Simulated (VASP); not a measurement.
Energy against volume of KMgF3 (cubic perovskite). Calculation: vdW-DF2, VASP's PBE PAW potentials (set 64) (plane waves; VASP).

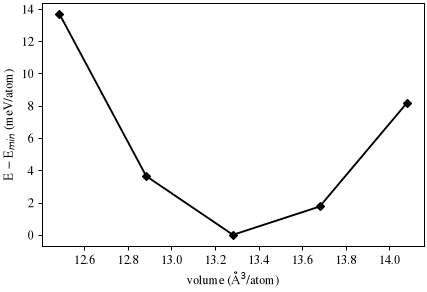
*Energy against volume*

### Question
Estimate the equilibrium volume and the bulk modulus.

### Answer
The minimum lies near 13.3 Å³/atom, and the curvature gives B0 of about 71 GPa.

The compound is KMgF3 in the cubic perovskite structure. It was relaxed first, which changed the volume by +5 %.
